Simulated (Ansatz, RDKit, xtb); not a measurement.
# C4H2F6: which of the isomers drawn lies lowest?, part 1 of 2

A sample of isomers of C4H2F6 is drawn. Aim: find which of them has the lowest free energy at 298.15 K, then its properties. The sample is small against all isomers, and the most stable one of this formula need not be in it.

The funnel: GFN2-xTB relaxations, single points with a density functional, relaxations at r2SCAN-D4/def2-SVP, harmonic vibrations (at GFN2-xTB), and a last energy at a higher level. All values are calculated.

## Step 1: Possible bonding patterns

Isomers were taken from a list of plausible structures; this is a sample, not all of them. That gives 3 candidates.

```
label                 SMILES     spin
 c121  FC(F)(F)/C=C\C(F)(F)F  singlet
 c185  C=C(C(F)(F)F)C(F)(F)F  singlet
 c673  FC(F)(F)/C=C/C(F)(F)F  singlet
```

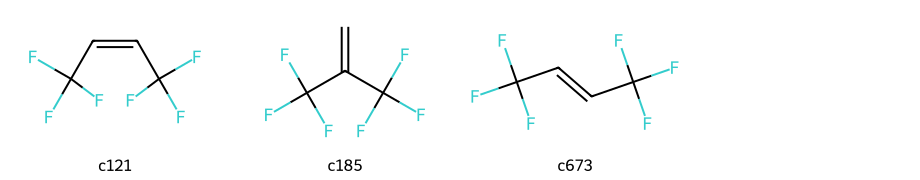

Structural formulas of the candidates.

Candidates are built by distance geometry, with a force field where one applies, in up to four conformers (letters a to d).

## Step 2: Cheap relaxation of all starts

All 3 starts are relaxed the same way. One of them, c673a (taken from a list of positional isomers, embedded by distance geometry and MMFF94), in full:

Input file start.xyz:

```xyz
12
c673a
C     -0.106649     0.986360    -0.489318
C      0.217436     1.656826     0.833536
C      1.312730     2.356658     1.128803
C      1.695446     2.958423     2.452823
F      0.896309     1.176575    -1.348221
F     -0.273194    -0.251549    -0.353838
F     -1.224691     1.581956    -1.015605
F      2.796879     2.427723     2.981021
F      0.653590     2.793309     3.355256
F      1.847855     4.287898     2.340878
H     -0.560888     1.542593     1.612932
H      2.137931     2.489963     0.376602
```

On the command line:

```
$ xtb start.xyz --gfn 2 --opt
```

The program printed (excerpt; [...] marks lines left out):

```text
* xtb version 6.7.1
[...]
          :  # basis functions                  42          :
[...]
          :  # electrons                        60          :
[...]
          :  Hamiltonian                  GFN2-xTB          :
[...]
          :  net charge                          0          :
          :  unpaired electrons                  0          :
[...]
   *** convergence criteria satisfied after 10 iterations ***
[...]
   *** GEOMETRY OPTIMIZATION CONVERGED AFTER 7 ITERATIONS ***
[...]
   *** convergence criteria satisfied after 3 iterations ***
[...]
         ::                     SUMMARY                     ::
         :::::::::::::::::::::::::::::::::::::::::::::::::::::
         :: total energy             -37.962246266973 Eh    ::
         :: gradient norm              0.000671079157 Eh/a0 ::
         :: HOMO-LUMO gap              5.150561518879 eV    ::
         ::.................................................::
         :: SCC energy               -38.147357869846 Eh    ::
         :: -> isotropic ES            0.084152640119 Eh    ::
         :: -> anisotropic ES          0.002517362659 Eh    ::
         :: -> anisotropic XC         -0.035208196978 Eh    ::
         :: -> dispersion             -0.007084798387 Eh    ::
         :: repulsion energy           0.185111602873 Eh    ::
         :: add. restraining           0.000000000000 Eh    ::
         :: total charge               0.000000000000 e     ::
         :::::::::::::::::::::::::::::::::::::::::::::::::::::
[...]
        30        2.0000           -0.5139768             -13.9860 (HOMO)
        31                         -0.3246972              -8.8355 (LUMO)
[...]
     #   Z          covCN         q      C6AA      α(0)
     1   6 C        3.334     0.493    17.220     6.576
     2   6 C        2.893    -0.042    29.050     8.837
     3   6 C        2.893    -0.042    29.049     8.837
     4   6 C        3.334     0.493    17.223     6.576
     5   9 F        0.791    -0.192    11.154     3.945
     6   9 F        0.791    -0.189    11.127     3.940
     7   9 F        0.791    -0.190    11.129     3.941
     8   9 F        0.791    -0.190    11.129     3.941
     9   9 F        0.791    -0.192    11.154     3.945
    10   9 F        0.791    -0.190    11.128     3.941
    11   1 H        0.925     0.121     1.605     1.981
    12   1 H        0.926     0.121     1.605     1.981
[...]
     #   Z sym  total        # sym  WBO       # sym  WBO       # sym  WBO
 ---------------------------------------------------------------------------
     1   6 C    3.850 --     2 C    0.960     5 F    0.958     6 F    0.953
                             7 F    0.952
     2   6 C    3.979 --     3 C    1.962     1 C    0.960    11 H    0.950
     3   6 C    3.979 --     2 C    1.962     4 C    0.960    12 H    0.949
     4   6 C    3.850 --     3 C    0.960     9 F    0.958    10 F    0.953
                             8 F    0.952
     5   9 F    1.086 --     1 C    0.958
     6   9 F    1.087 --     1 C    0.953
     7   9 F    1.087 --     1 C    0.952
     8   9 F    1.087 --     4 C    0.952
     9   9 F    1.086 --     4 C    0.958
    10   9 F    1.087 --     4 C    0.953
    11   1 H    0.985 --     2 C    0.950
[...]
molecular dipole:
                 x           y           z       tot (Debye)
 q only:       -0.000      -0.004       0.000
   full:       -0.000      -0.004       0.001       0.011
molecular quadrupole (traceless):
[...]
          | TOTAL ENERGY              -37.962246266973 Eh   |
          | GRADIENT NORM               0.000671079157 Eh/α |
          | HOMO-LUMO GAP               5.150561518879 eV   |
           -------------------------------------------------
[...]
```

Wall time 0.28 s (2 threads of AMD EPYC (Zen 3), shared host).

## Step 3: The minima found

3 of the 3 relaxations converged. 3 distinct structures remain:

```
label  start           SMILES after     spin  energy (kcal/mol)
c673a  drawn  FC(F)(F)/C=C/C(F)(F)F  singlet                0.0
c185a  drawn  C=C(C(F)(F)F)C(F)(F)F  singlet                2.6
c121a  drawn  FC(F)(F)/C=C\C(F)(F)F  singlet                3.1
```

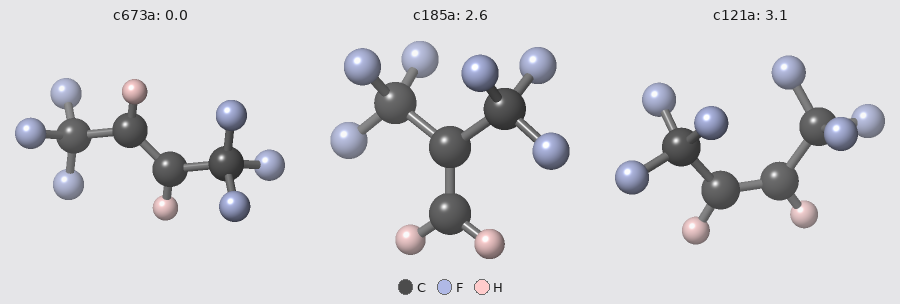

The 3 lowest minima that did not fall apart, with their GFN2-xTB energies in kcal/mol.

## Step 4: Screening with a density functional

A choice of the minima (the low ones first, few conformers of a pattern, up to a cap) and the lowest that fell apart get a single point at r2SCAN-D4/def2-SVP on the tight-binding geometry, and one at HF/STO-3G for comparison. Some singlets are also tried as triplets at the same geometry (label ending in t). The first, c673a:

Input file input.yaml:

```yaml
basis:
  gaussian:
    orbitals: def2-SVP
crystal:
  periodic: [false, false, false]
  atoms:
    - {symbol: C, position_ang: [-0.081694, 1.046890, -0.461311]}
    - {symbol: C, position_ang: [0.224381, 1.666837, 0.873632]}
    - {symbol: C, position_ang: [1.341834, 2.330734, 1.106966]}
    - {symbol: C, position_ang: [1.646891, 2.954385, 2.440087]}
    - {symbol: F, position_ang: [0.903364, 1.201454, -1.350270]}
    - {symbol: F, position_ang: [-0.304074, -0.268665, -0.346865]}
    - {symbol: F, position_ang: [-1.185606, 1.580002, -1.001563]}
    - {symbol: F, position_ang: [2.763635, 2.440472, 2.973370]}
    - {symbol: F, position_ang: [0.670849, 2.783570, 3.336265]}
    - {symbol: F, position_ang: [1.846443, 4.273987, 2.323396]}
    - {symbol: H, position_ang: [-0.547446, 1.524733, 1.617369]}
    - {symbol: H, position_ang: [2.114177, 2.472336, 0.363792]}
hamiltonian:
  xc: r2scan
  dispersion: d4
output:
  orbitals: {seedname: orbitals}
scf:
  lower_state_search: "off"
```

On the command line:

```
$ ansatz run input.yaml --threads 2 --pin off --max-ram 5220MiB --events-out events.jsonl --progress --plain --runs-dir runs
```

The program printed (excerpt; [...] marks lines left out):

```text
Warning: RAYON_NUM_THREADS=2 ignored (pool sized by the plan → 2); use --threads N
Functional definition: r2SCAN
  name "r2SCAN"
[...]
1636 factors; their error is unknown
[...]
mean field -20456.91917143 eV, -751.7779133523 hartree, gradient 1.7e-6 eV, S^2 0.000000; 0 other end points of the search recorded, 0 dependent functions left out
reference -20456.91917686 eV, -751.7779135517 hartree; 40, 40 occupied and 110, 110 virtual orbitals, 1636 factors
Total energy: -20456.98720498 eV, -751.7804135391 hartree
Checks for a lower state left out: stability, starts, cluster_reference, orbital_swaps, neighbouring_geometries, increment
```

Wall time 6.9 s (2 threads of AMD EPYC (Zen 3), shared host); peak memory 0.2 GiB.

Relative energies in kcal/mol, each column from its lowest structure that stays in one piece:

```
 label                 SMILES     spin  GFN2-xTB  HF/STO-3G  r2SCAN-D4/def2-SVP
 c673a  FC(F)(F)/C=C/C(F)(F)F  singlet       0.0        0.0                 0.0
 c185a  C=C(C(F)(F)F)C(F)(F)F  singlet       2.6        1.3                 1.6
 c121a  FC(F)(F)/C=C\C(F)(F)F  singlet       3.1        2.6                 5.0
c673at  FC(F)(F)/C=C/C(F)(F)F  triplet         –          –                96.6
c185at  C=C(C(F)(F)F)C(F)(F)F  triplet         –          –                98.5
```

## Step 5: Relaxing the best candidates

3 candidates are relaxed at r2SCAN-D4/def2-SVP (chosen among the lowest in one piece). The first, c673a:

Changes to input.yaml since step 4:

```diff
@@ -1,4 +1 @@
-basis:
-  gaussian:
-    orbitals: def2-SVP
 crystal:
@@ -18,8 +15,7 @@
     - {symbol: H, position_ang: [2.114177, 2.472336, 0.363792]}
-hamiltonian:
-  xc: r2scan
-  dispersion: d4
-output:
-  orbitals: {seedname: orbitals}
-scf:
-  lower_state_search: "off"
+basis:
+  gaussian: {orbitals: def2-SVP}
+total_charge: 0
+hamiltonian: {xc: r2scan, dispersion: d4}
+scf: {lower_state_search: off}
+relax: {f_tol: 0.006}
```

On the command line:

```
$ ansatz run input.yaml --threads 2 --pin off --max-ram 5220MiB --events-out events.jsonl --progress --plain --runs-dir runs
```

The program printed (excerpt; [...] marks lines left out):

```text
Warning: RAYON_NUM_THREADS=2 ignored (pool sized by the plan → 2); use --threads N
[...]
[... 2 set-up lines as earlier in the session ...]
[...]
1636 factors; their error is unknown
[...]
mean field -20456.91916997 eV, -751.7779132986 hartree, gradient 6.4e-6 eV, S^2 0.000000; 0 other end points of the search recorded, 0 dependent functions left out
[...]
reference -20456.91917540 eV, -751.7779134980 hartree; 40, 40 occupied and 110, 110 virtual orbitals, 1636 factors
relax step   1: F+E_penalty+E_count = -20456.98719809 eV  Δ(F+E_penalty+E_count) = +0.000e0 eV  max|allowed force component| = 7.915e-1 eV/Å  Δτ_max = 0.0000 Å  (17 SCF iters, accepted)
[...]
relax step   6: F+E_penalty+E_count = -20457.01451047 eV  Δ(F+E_penalty+E_count) = -7.436e-6 eV  max|allowed force component| = 1.208e-2 eV/Å  Δτ_max = 0.0078 Å  (20 SCF iters, accepted)
[...]
Atom 3 at     1.645356     2.950999     2.442230 Å, force    -0.000031     0.000064     0.000074 eV/Å
Atom 4 at     0.909854     1.230037    -1.348992 Å, force    -0.000009     0.000077     0.000006 eV/Å
Atom 5 at    -0.278158    -0.272200    -0.331338 Å, force    -0.000013     0.000031     0.000021 eV/Å
Atom 6 at    -1.201396     1.571112    -0.988487 Å, force    -0.000106    -0.000110     0.000038 eV/Å
Atom 7 at     2.768423     2.432182     2.966411 Å, force    -0.000147    -0.000065    -0.000025 eV/Å
Atom 8 at     0.656796     2.768799     3.328988 Å, force    -0.000102     0.000130    -0.000095 eV/Å
Atom 9 at     1.840762     4.273790     2.310713 Å, force     0.000248    -0.000037    -0.000013 eV/Å
Atom 10 at    -0.563179     1.550925     1.622298 Å, force     0.000204    -0.000087    -0.000187 eV/Å
Atom 11 at     2.128673     2.450025     0.356913 Å, force    -0.000088     0.000137     0.000010 eV/Å
Dipole moment:     0.000016    -0.000062     0.000023 e Å
Checks for a lower state left out: stability, starts, cluster_reference, orbital_swaps, neighbouring_geometries, increment
```

Wall time 74 s (2 threads of AMD EPYC (Zen 3), shared host); peak memory 0.21 GiB.

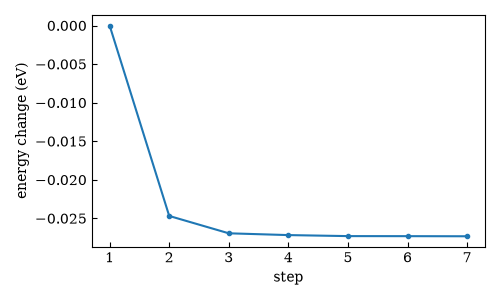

Energy along the run, all evaluated steps.

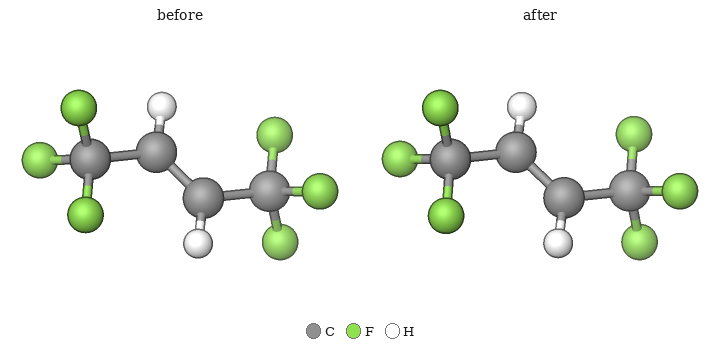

Before and after, at one scale.

After the run. Bond lengths: C1–C2 1.496 Å, C2–C3 1.332 Å, C3–C4 1.496 Å, C1–F5 1.340 Å, C1–F6 1.344 Å, C1–F7 1.344 Å, C4–F8 1.344 Å, C4–F9 1.340 Å, C4–F10 1.344 Å, C2–H11 1.095 Å, C3–H12 1.095 Å. Some angles: C1–C2–C3 122.7°, C2–C1–F5 112.6°, C2–C1–F6 110.6°, C2–C1–F7 110.6°, F5–C1–F6 107.8°, F5–C1–F7 107.8°, F6–C1–F7 107.3°, C2–C3–C4 122.7°, C3–C4–F8 110.6°, C3–C4–F9 112.6°.

## Step 6: The relaxed candidates

| label | spin | r2SCAN-D4/def2-SVP (kcal/mol) | r2SCAN-D4/def2-SVP, relaxed (kcal/mol) | time |
| --- | --- | --- | --- | --- |
| c673a | singlet | 0.0 | 0.0 | 74 s |
| c185a | singlet | 1.6 | 1.5 | 52 s |
| c121a | singlet | 5.0 | 4.9 | 65 s |

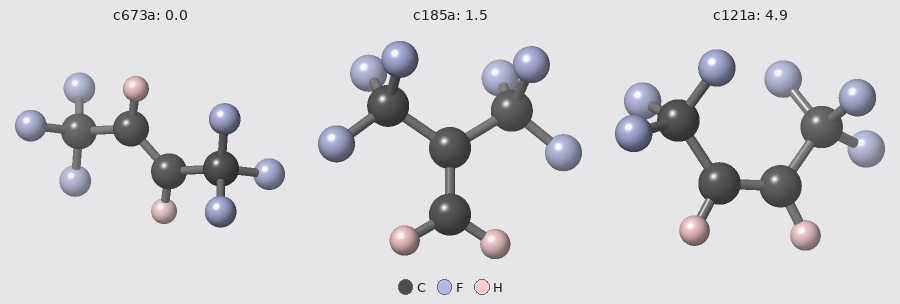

The relaxed structures, with energies at r2SCAN-D4/def2-SVP in kcal/mol.

(Continued in part 2 of 2.)
